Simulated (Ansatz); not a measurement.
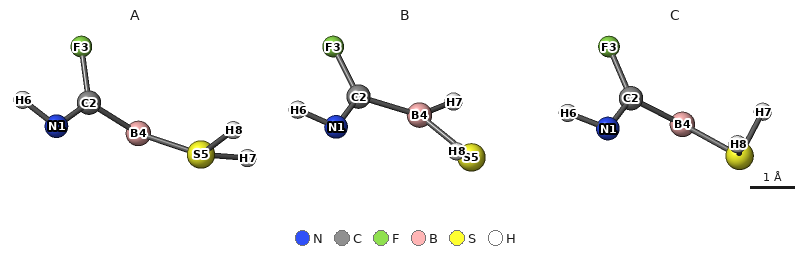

3 geometries from a converged minimum-energy path of CH$_{3}$BFNS, shuffled. Style: ball-and-stick. Shown from a free direction.

These are results of Ansatz, RKS PBE-D4/def2-SVP, not measurements. Settings: 7 movable images; climbing image; force threshold 0.05 eV/Å; iteration limit 60; starting path through a guess of the saddle point.

Which frame is the top of the path?

C. In order along the path, whose images run from 0 to 8: B (image 2, +16.7 kcal/mol), C (image 4, +103.1 kcal/mol), A (image 7, +93.2 kcal/mol). A hydrogen atom shifts from one atom to another. Breaking: B4–H7 (1.21 → 1.89 at the top → 2.59 Å). Forming: S5–H7 (2.59 → 1.42 at the top → 1.36 Å).

Cost: 54 s on 2 threads of AMD EPYC 9R45 96-Core Processor (Zen 5), with other jobs on the host, peak memory 0.15 GiB.
